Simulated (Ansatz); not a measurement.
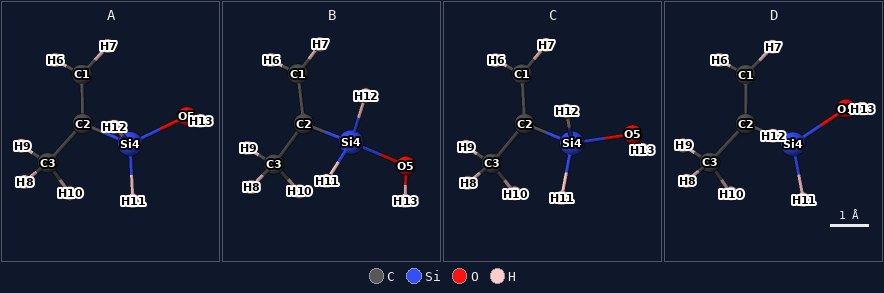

4 geometries from a converged minimum-energy path of C₃H₈OSi, shuffled. A ball-and-stick model, seen at a tilt.

The calculation used Ansatz, RKS PBE/def2-SVP. Settings: 9 movable images; climbing image; force threshold 0.05 eV/Å; iteration limit 60; starting path through a guess of the saddle point.

Question: Which frame is the top of the path?

Answer: C. In order along the path, whose images run from 0 to 10: D (image 2, +0.031 eV), A (image 3, +0.058 eV), C (image 5, +0.087 eV), B (image 8, +0.047 eV). The motion is a rotation about the C2–Si4 bond by about 120°, with a turn of about 95° about Si4–O5. No bond forms or breaks between the ends.
